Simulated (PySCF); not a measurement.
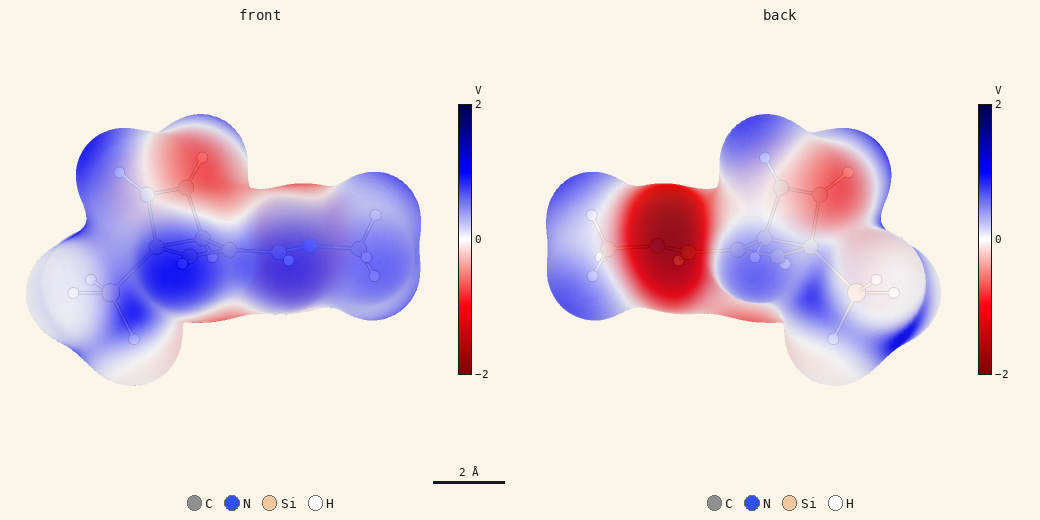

Figure 1: C8H11NSi. The molecular electrostatic potential painted on the density surface at 0.002 e/bohr³, seen from the front and from behind; the colour scale runs from red (negative) to blue (positive).

Geometry: GFN2-xTB.

The calculation used PBE0/pcSseg-1, SCF density, gas phase, non-relativistic in PySCF 2.14.0.

```
atom    x (Å)    y (Å)    z (Å)
   C   3.9201  -0.4554  -0.3096
   N   2.5330  -0.1519  -0.4192
   C   1.7246  -0.5289   0.4764
   C   0.3225  -0.2500   0.3844
   C  -0.7556  -0.5457   1.1303
   C  -1.7273   0.1477   0.2122
  Si  -3.1982  -0.8005  -0.4895
   C  -1.8252   1.6334   0.4928
   C  -0.7700   1.9467  -0.2519
   C  -0.4719   0.5240  -0.6470
   H   4.2169  -1.0204  -1.1951
   H   4.4785   0.4823  -0.3176
   H   4.1793  -1.0277   0.5936
   H   2.0416  -1.0981   1.3676
   H  -0.9105  -1.0508   2.0660
   H  -4.1661  -1.0293   0.5864
   H  -2.7107  -2.0780  -1.0105
   H  -3.8005   0.0022  -1.5535
   H  -2.5035   2.1803   1.1206
   H  -0.2522   2.8562  -0.4921
   H  -0.3337   0.2807  -1.6931
```

Question: Describe the electrostatic potential map.

Answer: The most negative region (about −1.7 V) lies over N2, the most positive (about +1.0 V) over Si7 and H15. N2 is the likeliest acceptor of a hydrogen bond.
